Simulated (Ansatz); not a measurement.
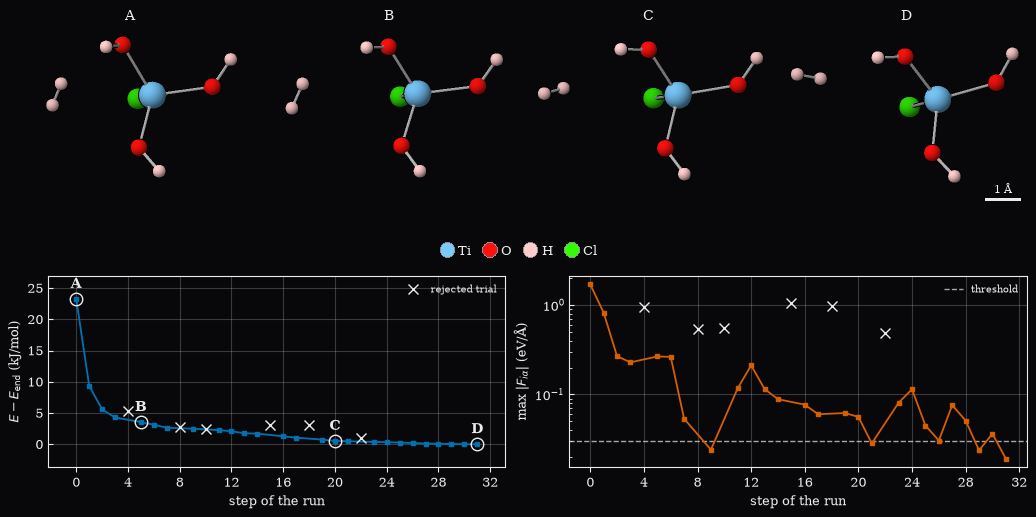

Frames of a relaxation of TiH₅O₃Cl, marked on the history of the run. Style: ball-and-stick. Shown face on.

The run prepares an end point of a later path (reaction) calculation, from a guessed geometry.

All numbers below come from Ansatz 0.2.0, RKS PBE0-D4/def2-SVP. Settings: no spin polarisation; force threshold 0.03 eV/Å; at most 50 steps.

> Describe the path.

Over 25 accepted moves (31 points after the start) the energy falls by 23.2 kJ/mol. The largest force component goes from 1.7 to 0.019 eV/Å. The line search rejected the trial steps at points 4, 8, 10, 15, 18, 22 of the run. The forces were under the threshold at step 9, but the run went on from there. The largest move after the best rigid fit is that of an H atom, 1.29 Å. By element the largest moves are H 1.29 Å, O 0.54 Å, Cl 0.40 Å, Ti 0.32 Å. Some distances before and after: H–Ti 2.904 → 4.143 Å, H–Ti 2.658 → 3.525 Å, O–Ti 1.863 → 1.764 Å, H–H 0.720 → 0.763 Å. Among the angles between lasting bonds that change: Ti–O–H 123.3° → 133.3°, O–Ti–O 106.6° → 110.0°, O–Ti–Cl 111.4° → 108.3°. Groups turn about O–Ti by about 40°. Cost: 2.1 min on 4 threads of Intel(R) Xeon(R) Platinum 8259CL CPU @ 2.50GHz (Skylake/Cascade Lake), on a shared host, peak memory 0.33 GiB. From step 0 to 5: an H atom moves most (0.58 Å), energy −19.7 kJ/mol. From step 5 to 20: H atoms move most (0.46 Å), energy −3.02 kJ/mol. From step 20 to 31: an H atom moves most (0.61 Å), energy −0.52 kJ/mol.

Limits of the set-up: the start holds two separate molecules, 2.2 Å apart at their closest, whose relative position is a soft coordinate.
